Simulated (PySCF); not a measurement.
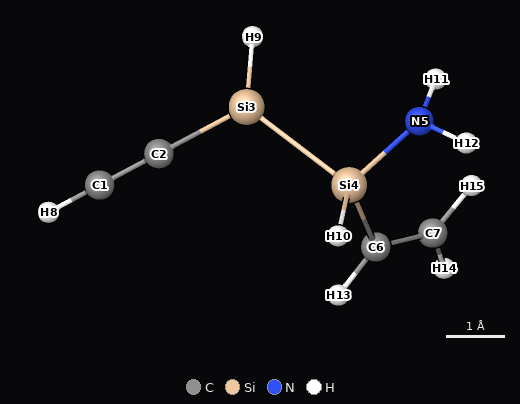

Fig. 1: The structure (ball-and-stick view, seen at a tilt; atoms are numbered from 1 in the order of the input).

EPR calculation, with input and output: C4H8NSi2

System: C4H8NSi2, multiplicity 2.
Method: UKS B3LYP, pcH-1 on C H N Si, non-relativistic, mean-field spin-orbit, GIAO (PySCF 2.14.0).

It belongs to a series of runs on one base structure; here: H removed from Si.

### Input file
```
{"job": {"kind": "epr", "basis": "pcH-1"}, "charge": 0, "multiplicity": 2}
C      3.900097     0.118312    -0.636853
C      2.835939    -0.452113    -0.602795
Si     1.268661    -1.389542    -0.420156
Si    -0.362013    -0.425253     0.858888
N     -1.657760    -1.573243     0.771726
C     -0.794858     1.325297     0.296421
C     -1.845970     1.658161    -0.442110
H      4.817736     0.630370    -0.693647
H      1.012041    -1.930647    -1.767100
H     -0.030376    -0.366843     2.291519
H     -2.039416    -1.805714    -0.130972
H     -2.414366    -1.475852     1.429042
H     -0.077422     2.101014     0.539552
H     -2.026808     2.664849    -0.788208
H     -2.589899     0.929193    -0.727221
```

The first line tells a small driver script what to run in PySCF; the rest is the geometry in Å.

Launched with:
```bash
OMP_NUM_THREADS=1 python <driver script> task.json out
```

### The program's output
```
UKS, coarse grid
  cycle   1  E = -790.81269870  |g| = 4.87e-01
  cycle   2  E = -790.72046622  |g| = 6.44e-01
  cycle   3  E = -790.92333724  |g| = 5.23e-02
  cycle   4  E = -790.92422330  |g| = 3.55e-02
  cycle   5  E = -790.92476917  |g| = 1.43e-02
  cycle   6  E = -790.92485517  |g| = 6.51e-03
  cycle   7  E = -790.92488080  |g| = 2.02e-03
  cycle   8  E = -790.92488265  |g| = 1.05e-03
  cycle   9  E = -790.92488346  |g| = 5.09e-04
UKS, final grid
  cycle   1  E = -790.92489146  |g| = 8.17e-04
  cycle   2  E = -790.92489066  |g| = 1.53e-03
  cycle   3  E = -790.92489189  |g| = 1.23e-04
  cycle   4  E = -790.92489190  |g| = 9.74e-05
  cycle   5  E = -790.92489192  |g| = 8.14e-05
  cycle   6  E = -790.92489193  |g| = 2.35e-05
E = -790.92489193 Eh   <S^2> = 0.7563 (exact 0.7500)
g shifts (ppm)      1          2          3
  rmc          -133       -133       -133
  gc             15         61         57
  oz_so        -138        864       3074
  total        -256        791       2998
hyperfine (MHz)  atom isotope    a_iso     a_fc   dipolar eigenvalues
    0   13C      16.30      16.36    -16.46    -12.79     29.25
    1   13C     -13.22     -13.25     -9.27     -0.06      9.33
    2  29Si    -339.54    -340.56   -166.08     82.35     83.72
    3  29Si     -16.00     -16.04     -6.43      2.26      4.18
    4   14N      -0.80      -0.80     -0.31     -0.06      0.37
    5   13C      25.25      25.26     -4.25     -1.29      5.54
    6   13C       3.88       3.88     -3.30     -2.77      6.07
    7    1H     -15.30     -15.30     -7.72     -0.97      8.70
    8    1H       1.56       1.54     -9.67      1.85      7.82
    9    1H       0.11       0.12     -2.07     -1.21      3.27
   10    1H       0.38       0.38     -1.46     -1.08      2.54
   11    1H      -1.45      -1.45     -1.26     -0.61      1.87
   12    1H      -0.27      -0.27     -1.72     -0.40      2.11
   13    1H       1.30       1.30     -1.80     -0.61      2.42
   14    1H      -1.24      -1.24     -1.35      0.12      1.23
```

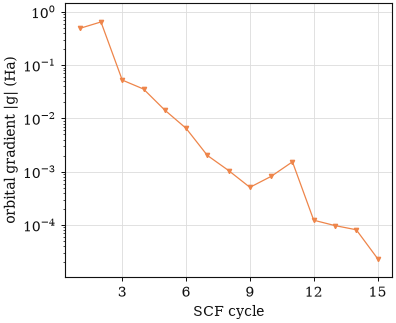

Fig. 2: Convergence of the self-consistent field: orbital gradient |g| against the SCF cycle. All cycles printed in the log are drawn one after another.

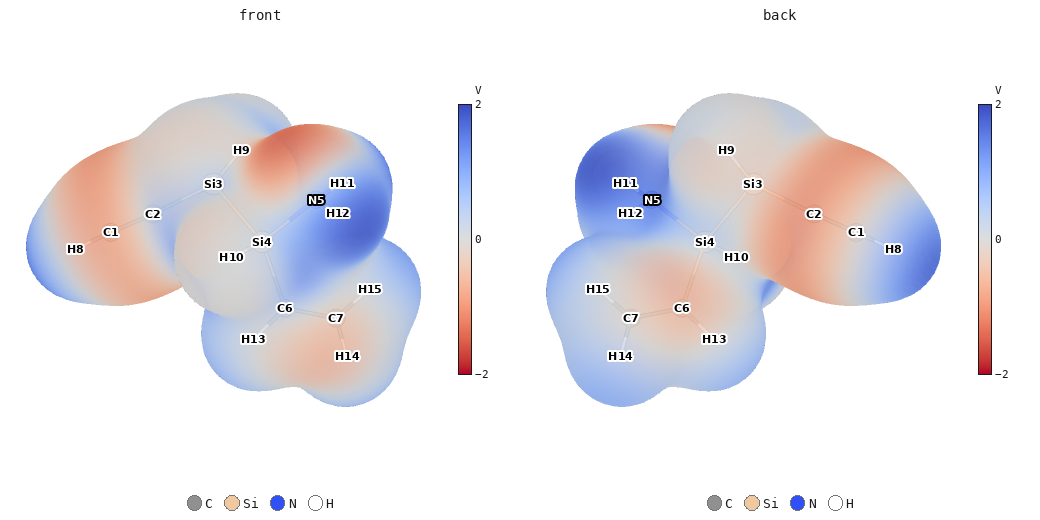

Fig. 3: The electrostatic potential painted on the density surface at 0.002 e/bohr³, seen at a tilt and from behind; red is negative and blue positive. A positive charge is drawn to the negative regions and a negative charge to the positive ones.

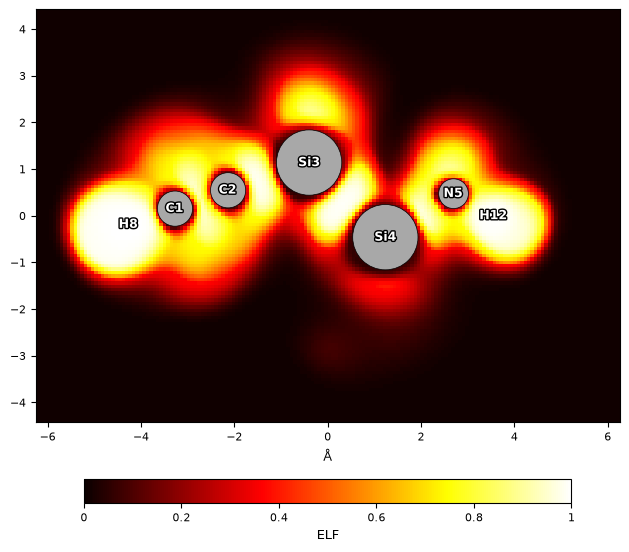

Fig. 4: ELF on the plane of atoms C2, Si3 and Si4. Grey discs, where drawn, cover atomic cores. Atoms in the plane: C, Si, N and H. C–C (1.21 Å): the ELF peaks at about 0.85 between the atoms; a double or triple bond. C–Si (1.84 Å): the ELF peaks at about 0.95 between the atoms, which marks a shared electron pair. N–H (1.01 Å): the ELF climbs to about 1 towards the hydrogen, as it does in any bond to H (a covalent bond by its length).

### Key numbers

```tsv
quantity	value
outcome	converged
total energy	−790.924892 hartree
⟨S²⟩	0.756
isotropic g	2.0035
hardware	1 CPU thread, shared host
wall time	94 s
peak memory	1 GiB
```
